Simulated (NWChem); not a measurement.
**[SiPNH7]+ (SMILES [NH3+][SiH2]P): levels of theory compared**

Aim: a comparison of 4 runs (HF/STO-3G, HF/3-21G, B3LYP/6-31G*) of [SiPNH7]+. 

Program for the calculation: NWChem 7.3.0.

## Step 1: The structure to begin with

The species is [SiPNH7]+ (10 atoms), meant as a singlet with charge +1. As SMILES, `[NH3+][SiH2]P`. The shape is that of a GFN2-xTB optimisation. This is one conformer, not always the lowest.

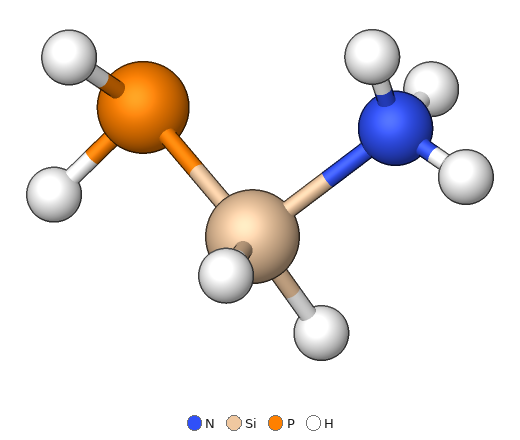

Viewed from a chosen angle; nitrogen blue, silicon light orange, phosphorus orange, hydrogen white.

## Step 2: Energy and gradient at HF/STO-3G (run 1)

run.nw reads:

```
start run
memory total 2200 mb
charge 1

geometry units angstroms noautosym nocenter noautoz
  N     -1.015420     0.726030    -0.744010
  Si     0.011810    -0.794080    -0.035900
  P      1.215730     0.263050     1.499180
  H     -1.769510     0.414210    -1.356590
  H     -0.435020     1.368770    -1.283560
  H     -1.440160     1.265460     0.011760
  H      0.456760    -1.325500    -1.322740
  H     -1.118890    -1.557380     0.479560
  H      1.769620    -0.882090     2.059850
  H      2.325100     0.521510     0.692450
end

basis spherical bse
  N library STO-3G
  Si library STO-3G
  P library STO-3G
  H library STO-3G
end

scf
  thresh 1e-08
  maxiter 80
end

task scf gradient
```

On the command line:

```
$ nwchem run.nw > run.out
```

The log of the run:

```text
[...]
  functions       =    30
[...]
  wavefunction    = RHF
[...]
         Total SCF energy =   -680.218464005565
      One-electron energy =  -1255.019136404212
      Two-electron energy =    414.132217217659
 Nuclear repulsion energy =    160.668455180988
        Time for solution =      1.3s
[...]
                         RHF ENERGY GRADIENTS
    atom               coordinates                        gradient
                 x          y          z           x          y          z
   1 N      -1.918866   1.371998  -1.405975   -0.024637   0.037300  -0.017661
   2 Si      0.022318  -1.500594  -0.067841    0.025929  -0.009631   0.017434
   3 P       2.297397   0.497092   2.833039   -0.013301   0.006772   0.004535
   4 H      -3.343889   0.782743  -2.563583    0.012209   0.002264   0.009738
   5 H      -0.822069   2.586600  -2.425577   -0.006597  -0.011122   0.008908
   6 H      -2.721508   2.391373   0.022223    0.007890  -0.009702  -0.008820
   7 H       0.863151  -2.504832  -2.499616    0.000813  -0.006627  -0.019106
   8 H      -2.114396  -2.943021   0.906237   -0.016360  -0.007497   0.005635
   9 H       3.344097  -1.666908   3.892552    0.005090  -0.004135   0.002605
  10 H       4.393802   0.985511   1.308541    0.008965   0.002379  -0.003268
[...]
```

Run time: 2.4 s. Hardware: 1 thread of Intel Xeon Platinum 8488C (Sapphire Rapids), shared host; peak memory 0.096 GiB.

## Step 3: Energy and forces at HF/3-21G (run 2)

job.nw reads:

```
start job
memory total 2200 mb
charge 1

geometry noautosym nocenter noautoz
   N     -1.015420     0.726030    -0.744010
   Si     0.011810    -0.794080    -0.035900
   P      1.215730     0.263050     1.499180
   H     -1.769510     0.414210    -1.356590
   H     -0.435020     1.368770    -1.283560
   H     -1.440160     1.265460     0.011760
   H      0.456760    -1.325500    -1.322740
   H     -1.118890    -1.557380     0.479560
   H      1.769620    -0.882090     2.059850
   H      2.325100     0.521510     0.692450
end

basis spherical bse
   N library 3-21G
   Si library 3-21G
   P library 3-21G
   H library 3-21G
end

scf
   thresh 1e-08
   maxiter 80
end

task scf gradient
```

On the command line:

```
$ nwchem job.nw > job.out
```

The log of the run:

```text
[...]
  functions       =    49
[...]
  wavefunction    = RHF
[...]
         Total SCF energy =   -684.386172288318
      One-electron energy =  -1257.349541651051
      Two-electron energy =    412.294914181745
 Nuclear repulsion energy =    160.668455180988
        Time for solution =      1.6s
[...]
                         RHF ENERGY GRADIENTS
    atom               coordinates                        gradient
                 x          y          z           x          y          z
   1 N      -1.918866   1.371998  -1.405975   -0.000253  -0.000727  -0.000675
   2 Si      0.022318  -1.500594  -0.067841    0.029551  -0.002757   0.025457
   3 P       2.297397   0.497092   2.833039   -0.010059  -0.008849  -0.012553
   4 H      -3.343889   0.782743  -2.563583   -0.001624   0.000714  -0.000976
   5 H      -0.822069   2.586600  -2.425577    0.000561   0.001570  -0.000678
   6 H      -2.721508   2.391373   0.022223   -0.000752   0.001387   0.000572
   7 H       0.863151  -2.504832  -2.499616   -0.008151   0.002276   0.000776
   8 H      -2.114396  -2.943021   0.906237    0.001145   0.004983  -0.005884
   9 H       3.344097  -1.666908   3.892552   -0.002873   0.007672  -0.010599
  10 H       4.393802   0.985511   1.308541   -0.007544  -0.006269   0.004561
[...]
```

Wall time 2.8 s (1 thread of Intel Xeon Platinum 8488C (Sapphire Rapids), shared host); peak memory 0.096 GiB.

Run 3 isn't shown in full; the table further down has it.

## Step 4: Energy and forces at B3LYP/6-31G(d) (Cartesian functions) (run 4)

run.py reads:

```python
from ase import Atoms
from ase.calculators.nwchem import NWChem

system = Atoms('NSiPHHHHHHH', positions=[
    [-1.015420, 0.726030, -0.744010],
    [0.011810, -0.794080, -0.035900],
    [1.215730, 0.263050, 1.499180],
    [-1.769510, 0.414210, -1.356590],
    [-0.435020, 1.368770, -1.283560],
    [-1.440160, 1.265460, 0.011760],
    [0.456760, -1.325500, -1.322740],
    [-1.118890, -1.557380, 0.479560],
    [1.769620, -0.882090, 2.059850],
    [2.325100, 0.521510, 0.692450],
])

calc = NWChem(
    label='h7npsi',
    theory='dft',
    memory='2200 mb',
    basis='6-31G*',
    charge=1,
    dft={'xc': 'b3lyp', 'mult': '1', 'grid': 'xfine', 'convergence': 'energy 1e-08', 'iterations': '100', 'mulliken': None},
)
system.calc = calc

forces = system.get_forces()
print(f"energy = {system.get_potential_energy():.6f} eV")
print("forces (eV/A):")
for s, f in zip(system.symbols, forces):
    print(f"{s:2s} {f[0]:10.5f} {f[1]:10.5f} {f[2]:10.5f}")
print("dipole (e A):", system.get_dipole_moment().round(4))
```

On the command line:

```
$ export ASE_NWCHEM_COMMAND="nwchem PREFIX.nwi > PREFIX.nwo"
$ python run.py
```

The log of the run:

```text
energy = -18764.343592 eV
forces (eV/A):
N     0.24888   -0.33784    0.19746
Si   -0.50831    0.36762   -0.40947
P    -0.25171    0.51983    0.37944
H    -0.18579   -0.06299   -0.17175
H     0.08963    0.17859   -0.14912
H    -0.12161    0.15247    0.14182
H     0.32812   -0.12377   -0.20857
H    -0.17314   -0.25176    0.27727
H     0.15941   -0.59300    0.34617
H     0.41456    0.15092   -0.40335
dipole (e A): [-0.3354  0.2398 -0.3487]
```

The calculator wrote h7npsi.nwi:

```
title "h7npsi"

permanent_dir h7npsi

scratch_dir h7npsi

start h7npsi

geometry units angstrom nocenter noautosym noautoz
  N  -1.0154200000000000e+00 7.2602999999999995e-01 -7.4400999999999995e-01
  Si 1.1809999999999999e-02 -7.9408000000000001e-01 -3.5900000000000001e-02
  P  1.2157300000000000e+00 2.6305000000000001e-01 1.4991800000000000e+00
  H  -1.7695099999999999e+00 4.1421000000000002e-01 -1.3565900000000000e+00
  H  -4.3502000000000002e-01 1.3687700000000000e+00 -1.2835600000000000e+00
  H  -1.4401600000000001e+00 1.2654600000000000e+00 1.1760000000000000e-02
  H  4.5676000000000000e-01 -1.3254999999999999e+00 -1.3227400000000000e+00
  H  -1.1188899999999999e+00 -1.5573800000000000e+00 4.7955999999999999e-01
  H  1.7696200000000000e+00 -8.8209000000000004e-01 2.0598500000000000e+00
  H  2.3250999999999999e+00 5.2151000000000003e-01 6.9245000000000001e-01
end

charge 1

memory 2200 mb

basis noprint
   * library 6-31G*
end

dft
  xc b3lyp
  mult 1
  grid xfine
  convergence energy 1e-08
  iterations 100
  mulliken
end

task dft gradient
```

h7npsi.nwo:

```text
Northwest Computational Chemistry Package (NWChem) 7.3.0
             --------------------------------------------------------

           Job information
           ---------------

    nwchem branch   = 7.3.0
    use scalapack   = T
    input           = h7npsi.nwi
    prefix          = h7npsi.
    data base       = h7npsi/h7npsi.db
    status          = startup
    nproc           =        1

           Memory information
           ------------------

    heap     =     72089594 doubles =      550.0 Mbytes
    stack    =     72089599 doubles =      550.0 Mbytes
    global   =    144179200 doubles =     1100.0 Mbytes (distinct from heap & stack)
    total    =    288358393 doubles =     2200.0 Mbytes
    verify   = yes
    hardfail = no

[... 110 lines left out ...]
  convergence criterion.
[... 41 lines left out ...]
          Spatial weights used:  Erf1
[... 81 lines left out ...]
         Total DFT energy =     -689.576913676637
[... 3 lines left out ...]
 Nuclear repulsion energy =      160.668455180988
[... 538 lines left out ...]
          Convergence on gradient requested:  5.00D-04
[... 28 lines left out ...]
          total energy or number of iterations.
[... 26 lines left out ...]
                         DFT ENERGY GRADIENTS

    atom               coordinates                        gradient
                 x          y          z           x          y          z
   1 N      -1.918866   1.371998  -1.405975   -0.004840   0.006570  -0.003840
   2 Si      0.022318  -1.500594  -0.067841    0.009885  -0.007149   0.007963
   3 P       2.297397   0.497092   2.833039    0.004895  -0.010109  -0.007379
[... 6 lines of this table left out ...]
  10 H       4.393802   0.985511   1.308541   -0.008062  -0.002935   0.007844

                 ----------------------------------------
                 |  Time  |  1-e(secs)   |  2-e(secs)   |
                 ----------------------------------------
                 |  CPU   |       0.00   |       3.54   |
                 ----------------------------------------
                 |  WALL  |       0.00   |       3.54   |
                 ----------------------------------------

 Task  times  cpu:       37.2s     wall:       37.2s
 Total times  cpu:       37.2s     wall:       37.2s
```

Wall time 38 s (1 thread of Intel Xeon Platinum 8488C (Sapphire Rapids), shared host); peak memory 0.14 GiB.

## Step 5: Overview of the runs

| run | level | iteration cap | module | energy (Eh) | HOMO energy (eV) | LUMO energy (eV) | HOMO–LUMO gap (eV) | wall time |
| --- | --- | --- | --- | --- | --- | --- | --- | --- |
| 1 | HF/STO-3G | 80 | scf | -680.218464 | -12.73 | 3.29 | 16.02 | 2.4 s |
| 2 | HF/3-21G | 80 | scf | -684.386172 | -14.89 | -2.20 | 12.69 | 2.8 s |
| 3 | B3LYP/6-31G* (spherical functions) | 100 | dft | -689.571595 | -12.14 | -5.75 | 6.39 | 38 s |
| 4 | B3LYP/6-31G* (Cartesian functions) | 100 | dft | -689.576914 | -12.14 | -5.76 | 6.38 | 38 s |

## Step 6: Results

```
                       quantity          value
            run 4: total energy  -689.57691 Eh
             run 4: HOMO energy      -12.14 eV
             run 4: LUMO energy       -5.76 eV
           run 4: HOMO–LUMO gap        6.38 eV
run 4: largest force on an atom     0.749 eV/Å
```

**Reading.** The HOMO–LUMO gap runs from 6.38 eV (B3LYP/6-31G*) to 16.02 eV (HF/STO-3G). The two ends differ in method and basis. In run 1 the basis is minimal, so the values are rough. All runs together took 82 s, the longest 38 s.
